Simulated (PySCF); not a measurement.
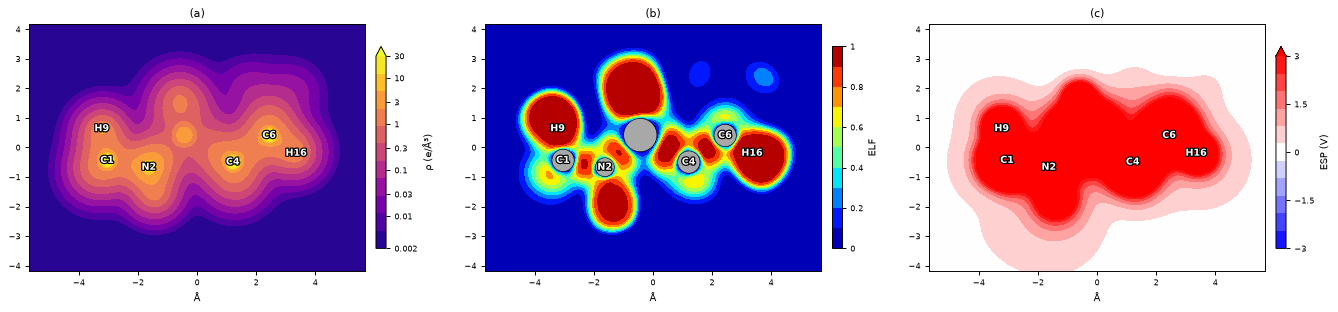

*C₄H₁₁F₂NSi. (a) total electron density; (b) electron localisation function; (c) electrostatic potential on the plane of atoms C4, C6 and H16. Grey discs cover the atomic cores in the ELF map.*

Geometry: GFN2-xTB.

All numbers below come from PBE0/pcSseg-1, SCF density, gas phase, non-relativistic (PySCF 2.14.0).

```yaml
atoms:
  - { symbol: C, position_ang: [3.2224, 0.4533, -0.7933] }
  - { symbol: N, position_ang: [1.9834, 0.4658, -0.0569] }
  - { symbol: Si, position_ang: [0.6401, -0.5114, -0.4519] }
  - { symbol: C, position_ang: [-0.6267, -0.1019, 0.9346] }
  - { symbol: F, position_ang: [-0.6285, 1.2528, 1.2339] }
  - { symbol: C, position_ang: [-2.0585, -0.5182, 0.6117] }
  - { symbol: C, position_ang: [-2.6968, 0.2989, -0.4964] }
  - { symbol: F, position_ang: [-2.0185, -1.8520, 0.2407] }
  - { symbol: H, position_ang: [3.0116, 0.1884, -1.8261] }
  - { symbol: H, position_ang: [3.9347, -0.2761, -0.3941] }
  - { symbol: H, position_ang: [3.6885, 1.4395, -0.7720] }
  - { symbol: H, position_ang: [2.0951, 0.8244, 0.8792] }
  - { symbol: H, position_ang: [0.1841, -0.1029, -1.7831] }
  - { symbol: H, position_ang: [0.8291, -1.9683, -0.4107] }
  - { symbol: H, position_ang: [-0.3260, -0.5998, 1.8647] }
  - { symbol: H, position_ang: [-2.6858, -0.4798, 1.5142] }
  - { symbol: H, position_ang: [-3.7238, -0.0231, -0.6510] }
  - { symbol: H, position_ang: [-2.1456, 0.1726, -1.4229] }
  - { symbol: H, position_ang: [-2.6888, 1.3472, -0.2130] }
```

> Interpret the plot.

The section cuts through C, N and H sites.
C–N (1.44 Å): ρ at the midpoint is about 1.9 e/Å³; the ELF peaks at about 0.95 between the atoms, as expected for localised, covalent bonding.
C–C (1.53 Å): ρ at the midpoint is about 1.7 e/Å³; the ELF peaks at about 0.95 between the atoms; a shared electron pair.
C–H (1.09 Å): ρ at the midpoint is about 2 e/Å³; the ELF climbs to about 1 towards the hydrogen, as it does in any bond to H; a covalent bond by its length.
The potential has no marked negative region in this plane.
